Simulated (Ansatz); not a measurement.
Cost and result by functional for the surface energy of the (110) surface of rock-salt SnTe in its 1x1 cell (cut with top plane Sn + Te, bottom plane Sn + Te), outermost plane spacing 2.27 Å in the ideal cut, in Ansatz (plane waves, PAW). Single points on the PBE structure, on one kind of machine; costs are rough ratios of the slab run's core time (references not counted) to the cheapest single point. r2SCAN's cost holds its higher cutoff (500 against 420 eV). Differences are taken against HSE06 for comparison alone: no measured value is at hand, so the table doesn't rank accuracy. HSE06 ran on a coarser k-mesh, which lowers its cost and carries part of its shift.

Model: 12-atom slab, Sn6Te6, 11.3 Å thick at the start, 6x4x1 mesh, Fermi-Dirac 0.025 eV, dipole correction, all atoms relaxed; symmetry of the start imposed; no spin, no spin-orbit, no U. These notes are the PBE run's.

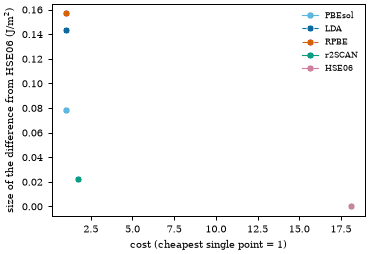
Figure. Difference from HSE06 against cost

```csv
functional,relative cost,surface energy (J/m²),less HSE06 (J/m²)
PBEsol,1,0.32,0.08
LDA,1,0.38,0.14
RPBE,1,0.08,-0.16
r2SCAN,2,0.22,-0.02
HSE06,20,0.24,0.00
PBE (the relaxed run's value),–,0.20,-0.04
```

The values span 0.30 J/m², while the single points' costs differ by a factor of roughly 20. Differences are of unrounded values.

Ansatz is a first-principles code.
